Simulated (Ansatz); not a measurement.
**CH9AsSSi2 (SMILES [SiH3]SC[SiH2][AsH2]): density, localisation and related maps**

```yaml
atoms:
  - { symbol: Si, position_ang: [-1.8062, 2.0883, 0.5648] }
  - { symbol: S, position_ang: [-0.2935, 1.0877, 1.7203] }
  - { symbol: C, position_ang: [0.7337, 0.2808, 0.4148] }
  - { symbol: Si, position_ang: [0.2271, -1.5247, 0.1160] }
  - { symbol: As, position_ang: [1.5757, -2.6159, -1.5280] }
  - { symbol: H, position_ang: [-2.6617, 2.7854, 1.5463] }
  - { symbol: H, position_ang: [-1.1911, 3.0610, -0.3676] }
  - { symbol: H, position_ang: [-2.6133, 1.1348, -0.2290] }
  - { symbol: H, position_ang: [0.7086, 0.8643, -0.5067] }
  - { symbol: H, position_ang: [1.7613, 0.3214, 0.7772] }
  - { symbol: H, position_ang: [-1.1760, -1.5825, -0.3526] }
  - { symbol: H, position_ang: [0.3579, -2.2867, 1.3775] }
  - { symbol: H, position_ang: [2.8913, -2.1388, -0.9573] }
  - { symbol: H, position_ang: [1.4733, -1.5043, -2.5469] }
```

Level of theory: Ansatz, RHF/def2-SVP.

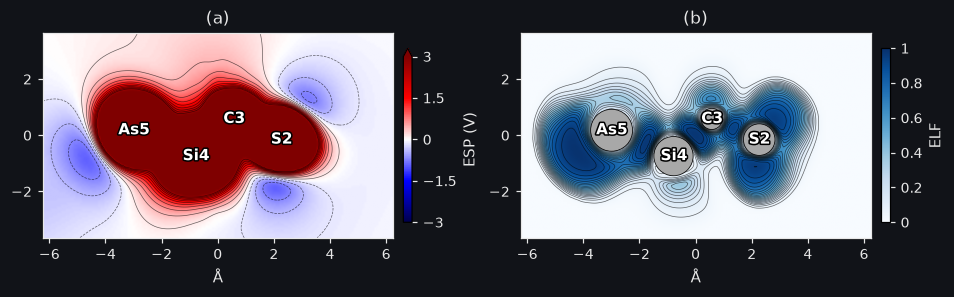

Figure 1. (a) electrostatic potential; (b) electron localisation function on the plane of atoms C3, Si4 and As5. Grey discs cover the atomic cores in the ELF map.

> Read the bonding off the picture.

The plane passes through S, C, Si and As nuclei. C–S (1.85 Å): the ELF peaks at about 0.95 between the atoms (a shared electron pair). C–Si (1.90 Å): the ELF peaks at about 1 between the atoms: a shared electron pair. Si–As (2.39 Å): the ELF peaks at about 0.95 between the atoms, as expected for a covalent bond. The ELF also peaks beside S2 and As5, away from the bonds: lone-pair regions. Outside the dense part of the molecule the potential is most negative (−0.9 V) near S2.

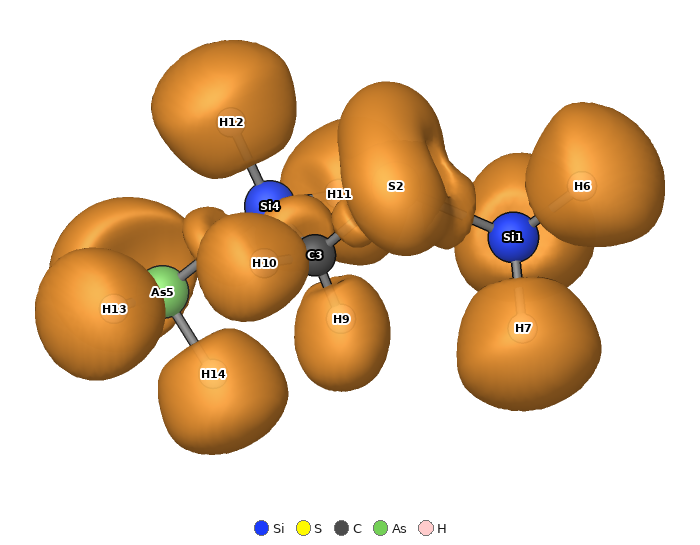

Figure 2. Isosurface of the electron localisation function at 0.8 (orange), seen at a tilt. Core shells and regions of very low density are left out.

> Identify the bonds, lone pairs and shells in this picture.

The ELF exceeds this value in one region between bonded As–Si atoms (shared pairs), one region between bonded C–S atoms (shared pairs), one region between bonded C–Si atoms (shared pairs), nine regions around hydrogen nuclei, one region on S in which the atom's valence shell and bonds are merged and one lobe on As, pointing away from the bonds (lone pairs).

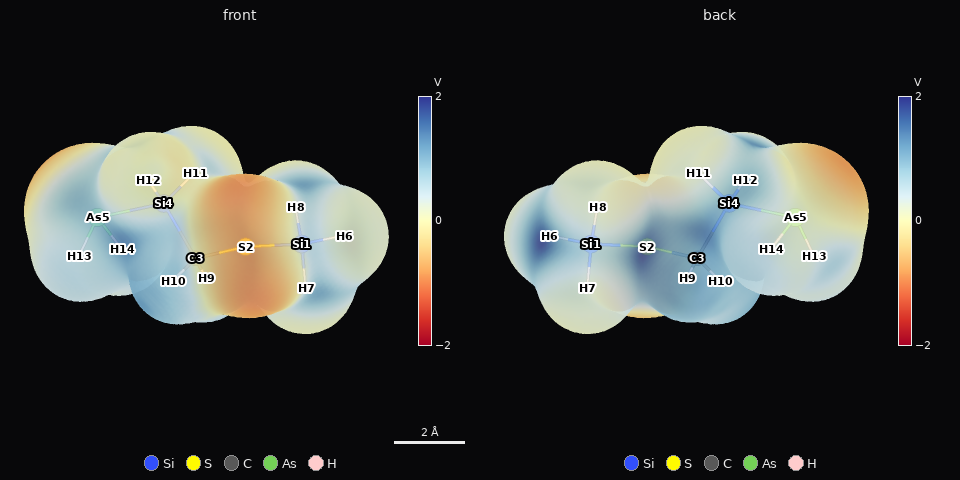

Figure 3. The electrostatic potential painted on the density surface at 0.002 e/bohr³, seen from the front and from behind; the colour scale runs from red (negative) to blue (positive).

> Which sites attract a positive test charge, and which a negative one?

A positive charge is drawn to the negative regions and a negative charge to the positive ones. The most negative region (about −0.9 V) lies over S2, the most positive (about +1.7 V) over Si1.
